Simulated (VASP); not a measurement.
Band structure of C (space group R-3m). Computed with modified Becke-Johnson potential (mBJ), VASP's PBE PAW potentials (set 64) (plane waves; VASP).

mBJ is a potential without an energy functional, so only the levels count.

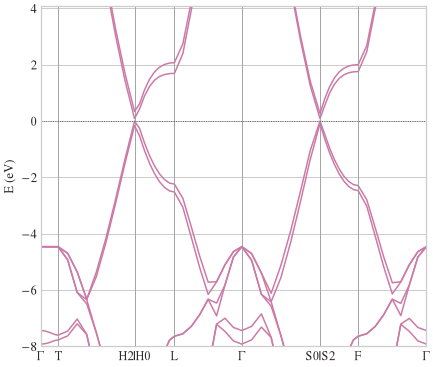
*Bands along high-symmetry lines, zero at the valence-band maximum or, without a gap, the Fermi level*

Question: Read the plot: is there a gap, and where are the band edges?

Answer: The gap is direct, 0.09 eV, from the valence maximum at S0 to the conduction minimum at S0.

The structure comes from a computed database's C entry (R-3m); how it stands against other phases isn't given here. It was relaxed first. The cell's shape comes from a PBE relaxation.
